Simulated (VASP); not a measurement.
Band structure of Ge₂W (relaxed from the MoSi2 structure, space group I4/mmm). Level of theory: r2SCAN meta-GGA, VASP's PBE PAW potentials (set 64) (plane waves; VASP 6.6.1).

Unless said otherwise, spin-orbit coupling is left out, though it shifts the bands of the heavy elements here.

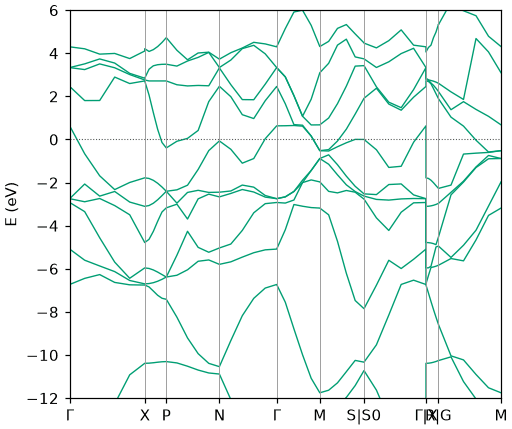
Figure: Bands along high-symmetry lines, zero at the valence-band maximum or, without a gap, the Fermi level

Q: Read the plot: is there a gap, and where are the band edges?

A: It has no gap at this level: it comes out as a metal or semimetal.

The structure was generated: Ge2W was put into the MoSi2 type (I4/mmm), which need not be its known phase. It was relaxed first.
